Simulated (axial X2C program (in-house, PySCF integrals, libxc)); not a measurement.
Relativistic diatomic calculation, with input and output: ScLi⁺

ScLi⁺, single determinant with Ω = 5/2 (not the lowest found). The distance is the PBE0 minimum at charge 1. Computed at this level: expectation values, HF and Kohn-Sham, two-component X2C with atomic mean-field Coulomb and Gaunt terms, Sc dyall-cv3z, Li dyall-cv3z (cores contracted) (axial X2C program (in-house, PySCF integrals, libxc)).

Input:
```
{"zs": [21, 3], "q": 1, "bas": ["dyall-cv3z", "dyall-cv3z"], "r0": 2.81, "levels": ["PBE0", "HF", "BP86", "TPSSh", "B3LYP"], "nst": 3}
```

The line is the task of a batch: nuclear charges, charge, bases, the levels to run, a first guess of the distance and further settings. This report covers the levels named above. The log is that of the reference distance, started from orbitals converged before.

Hardware: 1 thread of Arm Neoverse V2, 24 GiB of memory available, shared host.

The run was one of a batch that the task file lists, launched with:
```bash
python <driver script> task.json out
```

Log:
```
two-component X2C + atomic mean field  PBE0
basis functions 172  fitting functions 872  grid points 5088
iter        total energy     max residual
   1       -771.153186069     7.46e-05
   2       -771.153186080     1.08e-05
   3       -771.153186088     4.70e-05
   4       -771.153186092     1.42e-05
   5       -771.153186093     3.90e-06
converged
one-electron -1072.19735263  Coulomb 331.15385915  exact exchange -9.99591539  xc functional -30.73973054  nuclear repulsion 10.78904993  atomic mean-field constant -0.16309663
```

Expectation values by level of theory:

```csv
quantity,PBE0,HF,BP86,TPSSh,B3LYP
effective field for an electron dipole moment (GV/cm),−0.0777,−0.356,−0.0430,−0.0696,−0.0379
field gradient at the first nucleus (a.u.),0.581,0.423,0.505,0.520,0.610
field gradient at the second nucleus (a.u.),−0.0159,−0.0143,−0.0162,−0.0161,−0.0158
"A∥/gI, first nucleus (MHz)",169,268,206,189,123
"A∥/gI, second nucleus (MHz)",−5.66,−17.8,−5.13,−6.59,−2.83
```

Each column comes from one determinant, in a basis with contracted cores. The levels disagree widely: the effective field runs from −0.356 to −0.0379 GV/cm, A∥/gI at the first nucleus runs from 123 to 268 MHz and A∥/gI at the second nucleus runs from −17.8 to −2.83 MHz. They may not all have settled in the same state, and these values aren't reliable properties of the molecule.

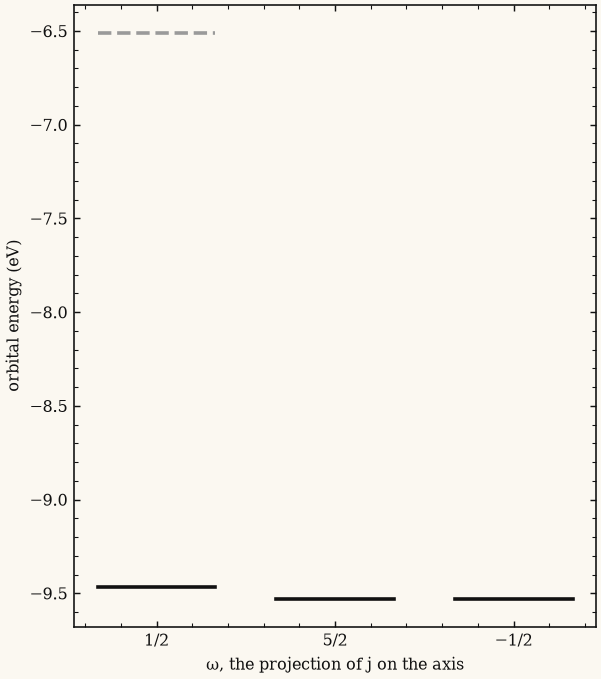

Orbital energies (PBE0) near the frontier at 3.09 Å, filled (solid) and empty (dashed). The highest filled spinor (1/2; 63 % Sc s, 17 % Li s) lies at −9.47 eV, the lowest empty one (1/2; 78 % Sc d, 8 % Sc p) at −6.51 eV.

Summary:

```tsv
quantity	value
outcome	converged; the levels of theory disagree widely
wall time	2.8 s
peak memory	0.31 GiB
```
